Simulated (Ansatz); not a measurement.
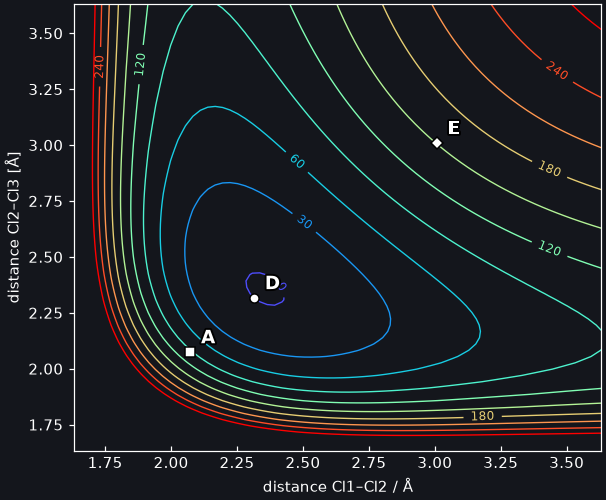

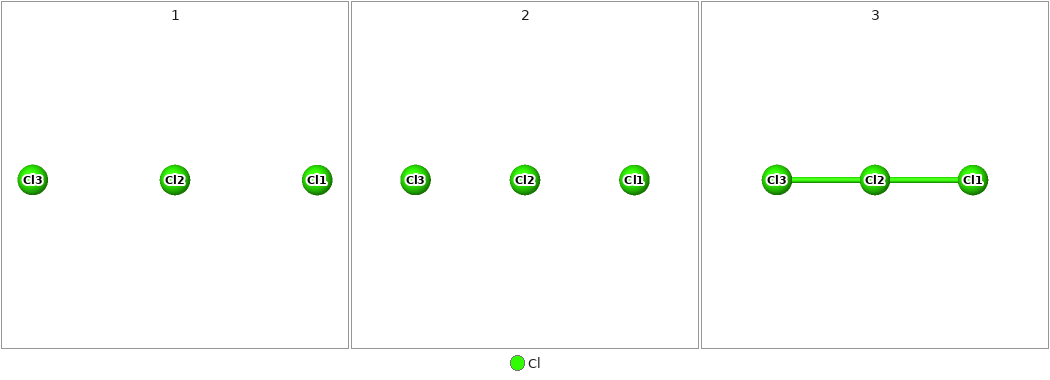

The system Cl⁻ + Cl₂. First axis: distance Cl1–Cl2. Second axis: distance Cl2–Cl3. Nothing is relaxed (the angle Cl1–Cl2–Cl3 is fixed at 180 degrees). Grid: 17 × 17 points; 153 points were computed and 136 follow by symmetry. Points are written as (first, second). Energies are in kJ/mol, from the lowest grid point. The reference is spin-restricted, so regions where a bond is pulled apart into radicals lie too high. Level of theory: RKS PBE0-D4/def2-SVPD in Ansatz 0.2.0.

The picture shows contour lines labelled in kJ/mol (none above 270), lettered points. Between grid points the surface is interpolated. The numbered pictures are the structures at these points, in random order.

Question: Which structure belongs to which point?

Answer: A is structure 3: (2.073 Å, 2.073 Å), 94 kJ/mol; D is structure 2: (2.315 Å, 2.315 Å), 0 kJ/mol; E is structure 1: (3.008 Å, 3.008 Å), 150 kJ/mol.
